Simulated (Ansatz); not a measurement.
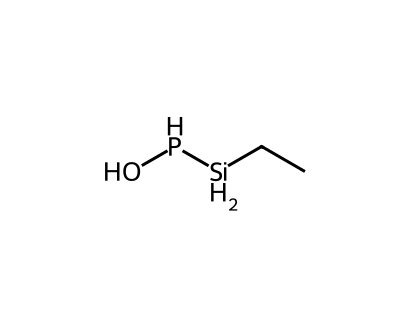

2D structure.

Write the SMILES.

Answer. CC[SiH2]PO

What is the molecular formula?

Answer. C2H9OPSi.

An optimisation with PBE0-D4/def2-TZVP gave a structure of which point group?

Answer. C1. Other conformers may differ.

More results for the same structure follow; atom numbers are the same in all pictures, views and colours differ. The computed structure is the end point of a PBE0-D4/def2-TZVP optimisation. No frequency run is at hand to confirm it as a minimum.

### Geometry

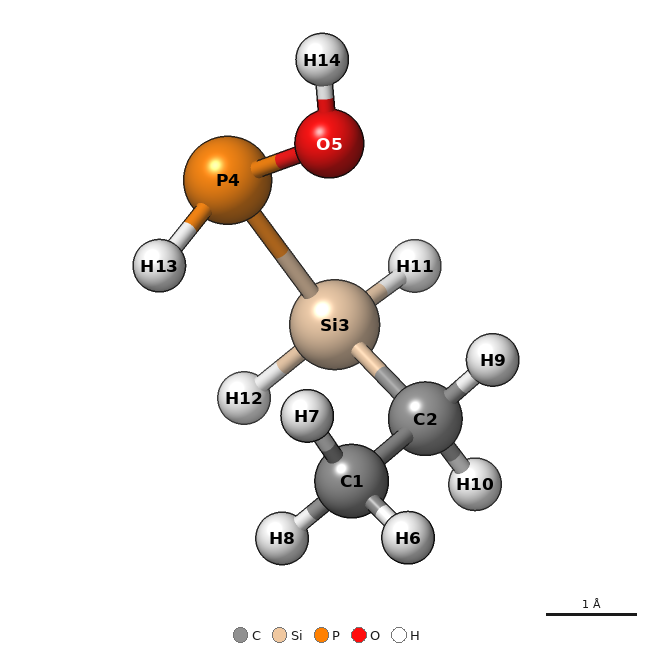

Numbered structure. No frequency run is at hand to confirm it as a minimum.

How are the neighbours of atom 2 arranged?

Answer. C2 has 4 neighbours (C1 at 1.52, Si3 at 1.88, H9 at 1.09, H10 at 1.10 Å); the arrangement is tetrahedral.

What is the geometry at Si3?

Answer. Si3 has 4 neighbours (C2 at 1.88, P4 at 2.26, H11 at 1.49, H12 at 1.49 Å); the arrangement is tetrahedral.

How are the neighbours of atom 4 arranged?

Answer. P4 has 3 neighbours (Si3 at 2.26, O5 at 1.67, H13 at 1.43 Å); the arrangement is trigonal pyramidal.

What is the geometry at C1?

Answer. C1 has 4 neighbours (C2 at 1.52, H6 at 1.09, H7 at 1.09, H8 at 1.09 Å); the arrangement is tetrahedral.

What is the dihedral angle C2–Si3–P4–O5?

Answer. 38° in size, that is gauche.

### Dipole moment

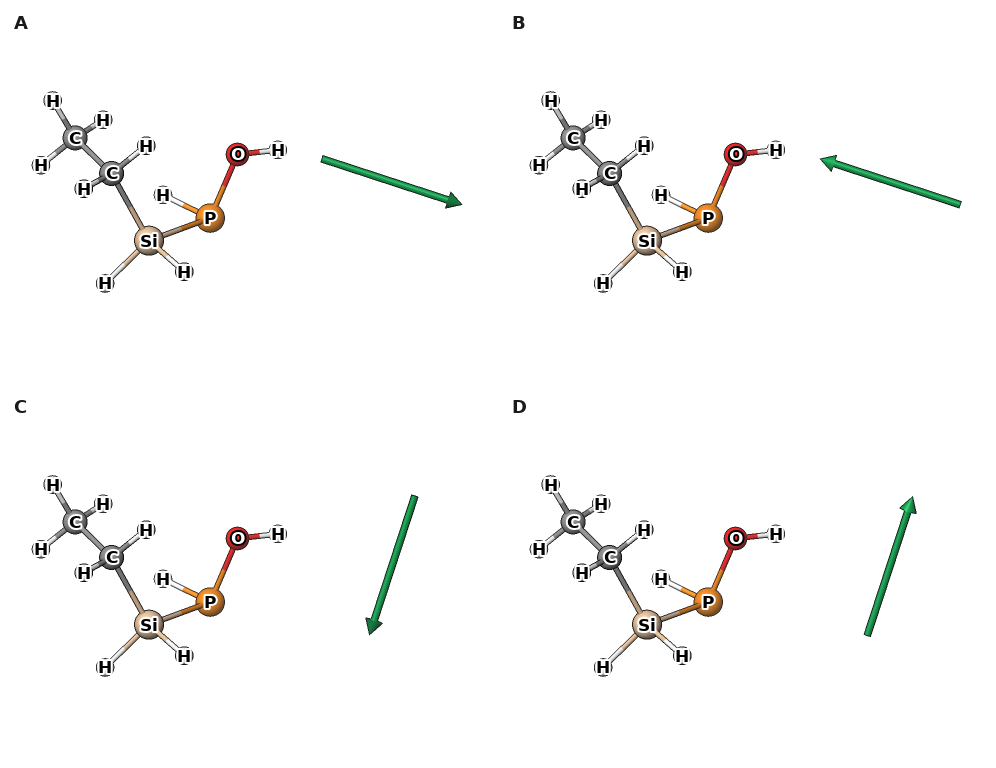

The same molecule four times, each with an arrow. No frequency run is at hand to confirm it as a minimum. Properties computed with RKS ωB97M-V/def2-TZVPP (Ansatz 0.2.0).

Which arrow points along the dipole moment, from the negative to the positive end?

Answer. D. The dipole moment is 0.72 D.

### Electronic properties

No frequency run is at hand to confirm it as a minimum. Method: RKS PBE0-D4/def2-TZVPP (Ansatz 0.2.0).

Give the HOMO energy (Kohn–Sham orbital) at this level.

Answer. −6.81 eV.

Estimate the dispersion correction.

Answer. −27.1 kJ/mol.

What is the HOMO–LUMO gap?

Answer. 6.26 eV.

### Charges

The questions are on Mulliken charges. No frequency run is at hand to confirm it as a minimum. Level of theory: RKS ωB97M-V/def2-TZVPP (Ansatz 0.2.0).

Which atom carries the highest charge (most positive or least negative)?

Answer. Si3 (0.21 e).

And the lowest?

Answer. O5 (−0.35 e).

List the Mulliken charges.

```tsv
atom	value (e)
C1	−0.33
C2	−0.29
Si3	0.21
P4	0.04
O5	−0.35
H6	0.11
H7	0.11
H8	0.11
H9	0.12
H10	0.11
H11	−0.03
H12	−0.03
H13	0.04
H14	0.18
```

Mulliken values depend strongly on the basis set and can even reverse the polarity of a bond.
